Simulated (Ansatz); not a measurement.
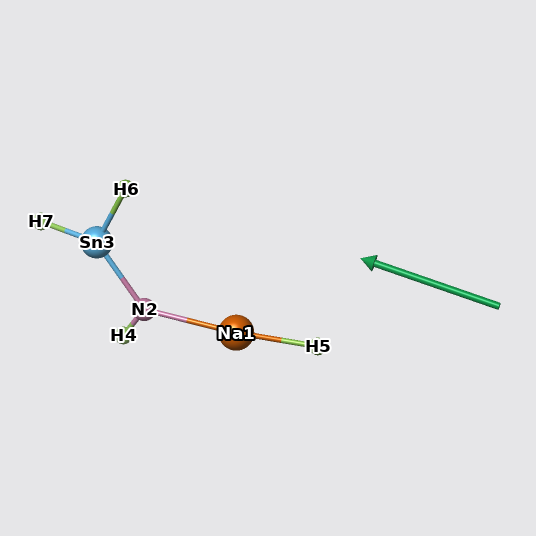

The arrow beside the molecule shows the direction of the dipole moment, from the negative to the positive end (its length means nothing). The geometry was computed by an optimisation with PBE-D4/def2-SVP. No frequency run is at hand to confirm it as a minimum. Properties computed with RKS PBE-D4/def2-SVP, core potentials on Sn (Ansatz 0.2.0).

> Estimate the dipole moment.

7.81 D; it points from the side of H5 to the side of H7 (the outermost atoms at the two ends).
